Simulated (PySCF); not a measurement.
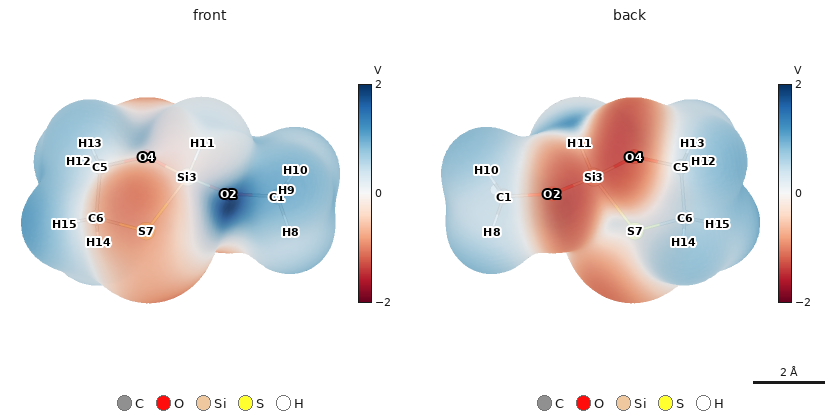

Figure. C3H8O2SSi. The electrostatic potential painted on the density surface at 0.002 e/bohr³, seen from the front and from behind; the colour scale runs from red (negative) to blue (positive).

Geometry: GFN2-xTB.

Theory: PySCF 2.14.0, PBE0/def2-SVPD, SCF density, gas phase.

The calculation's input:

```
{"job": {"kind": "uv", "xc": "PBE0", "basis": "def2-SVPD", "nstates": 8, "ntriplets": 3}, "charge": 0, "multiplicity": 1}
C      2.967205     0.341134    -0.560950
O      1.607722     0.175150    -0.827801
Si     0.350705     0.421963     0.135661
O     -0.868016     0.796989    -0.859730
C     -2.116084     0.274584    -0.518702
C     -1.981003    -1.169926    -0.061373
S     -0.545059    -1.298207     1.057011
H      3.493971    -0.575829    -0.828766
H      3.145185     0.562898     0.491296
H      3.345410     1.164979    -1.169086
H      0.563164     1.430429     1.162606
H     -2.759993     0.339454    -1.400120
H     -2.551960     0.878263     0.285827
H     -1.790399    -1.828305    -0.908291
H     -2.865261    -1.505586     0.474850
```

Run with:

```sh
OMP_NUM_THREADS=1 python probes_run.py task.json out
```

**Which sites attract a positive test charge, and which a negative one?**

A positive charge is drawn to the negative regions and a negative charge to the positive ones. The most negative region (about −1.3 V) lies over O2 and O4, the most positive (about +1.7 V) over Si3.
